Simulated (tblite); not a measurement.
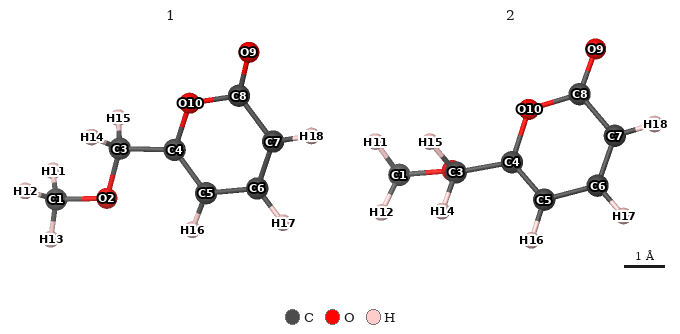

Two geometries of C$_{7}$H$_{8}$O$_{3}$, drawn at one scale. One is the start of a relaxation, the other its converged end. A ball-and-stick model, seen at a tilt.

All numbers below come from GFN2-xTB geometry optimisation, gas phase (tblite 0.8.0). 

Which geometry has the lower energy?

Structure 1 is the relaxed one. The largest move after the best rigid fit is that of H13, 1.99 Å. By element the largest moves are H 1.99 Å, O 1.31 Å, C 0.74 Å. Near-neighbour distances that change, for instance: C4–O10 1.409 → 1.338 Å, O2–C3 1.445 → 1.402 Å, C7–C8 1.473 → 1.445 Å, C8–O9 1.220 → 1.204 Å. Bond angles that change, for instance: C7–C8–O9 120.2° → 126.8°, O9–C8–O10 123.1° → 117.5°, C6–C5–H16 118.9° → 122.1°. Groups turn about C3–C4 by about 105°. The energy falls by 0.302 eV in 171 geometry steps.
